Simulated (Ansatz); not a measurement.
**CH$_{5}$ClOSi (SMILES OC[SiH2]Cl): density, localisation and related maps**

```xyz
9

O    -0.2006    1.5783   -0.7122
C     0.6745    0.5265   -0.3472
Si   -0.1890   -0.7868    0.6877
Cl   -1.8505   -1.3671   -0.3969
H    -0.9670    1.1947   -1.1500
H     1.4793    0.9740    0.2450
H     1.1507    0.0648   -1.2244
H     0.6656   -1.9811    0.9012
H    -0.6745   -0.2495    1.9797
```

Geometry: PBE0-D4/def2-TZVP.

Theory: RKS PBE0-D4/def2-TZVPP (Ansatz 0.2.0).

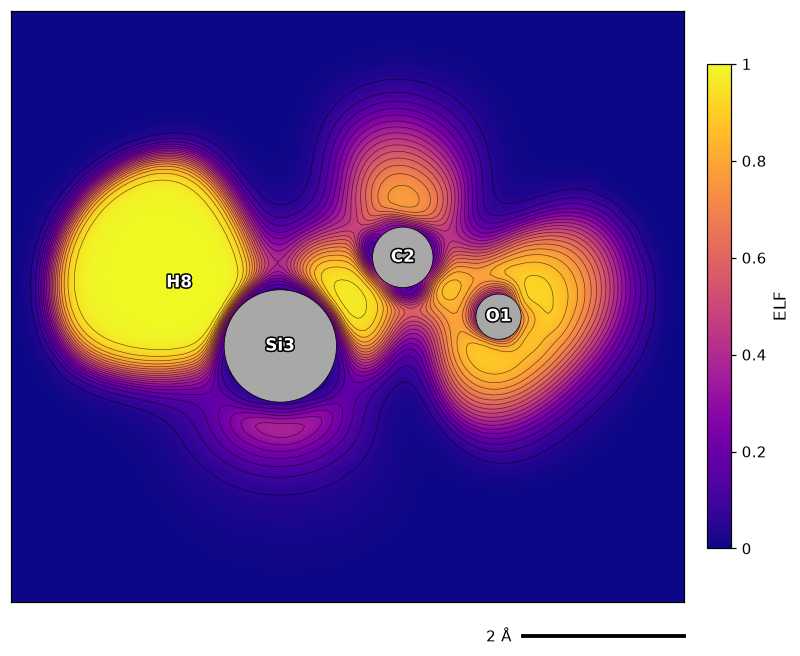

Figure 1. ELF on the plane of atoms C2, Si3 and H8. Grey discs cover the atomic cores.

**What does the map show?**

The plane passes through O, C, Si and H nuclei.
C–O (1.42 Å): the ELF peaks at about 0.85 between the atoms: a polar covalent bond.
C–Si (1.88 Å): the ELF peaks at about 0.95 between the atoms (a covalent bond).
Si–H (1.48 Å): the ELF climbs to about 1 towards the hydrogen, as it does in any bond to H.
The ELF also peaks beside O1, away from the bonds: lone-pair regions.

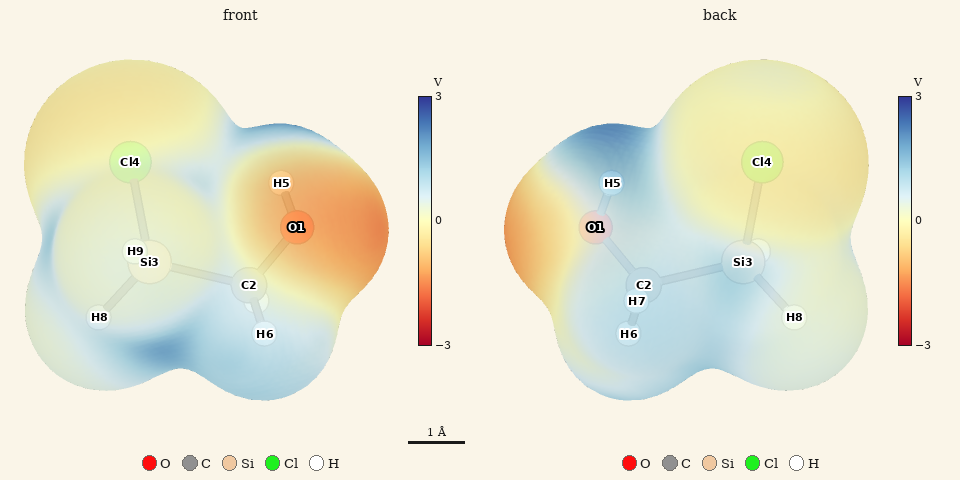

Figure 2. The molecular electrostatic potential painted on the density surface at 0.002 e/bohr³, seen from the front and from behind; red is negative and blue positive.

**Where is the surface potential most negative and most positive?**

The most negative region (about −1.5 V) lies over O1, the most positive (about +2.1 V) over H5. O1 is the likeliest acceptor of a hydrogen bond.

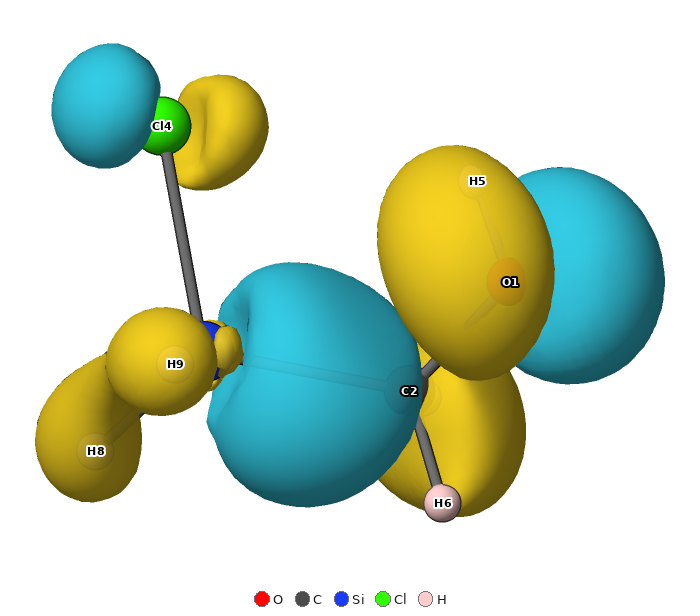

Figure 3. The HOMO at ±0.1 Å⁻³ᐟ² (yellow and cyan are the two phases), seen across its widest extent.

**What is the character of this orbital?**

By Hirshfeld shares it lies mainly on O1 (about 45 %), C2 (about 20 %), Si3 (about 15 %) and H7 (about 5 %). Its energy is −7.78 eV.
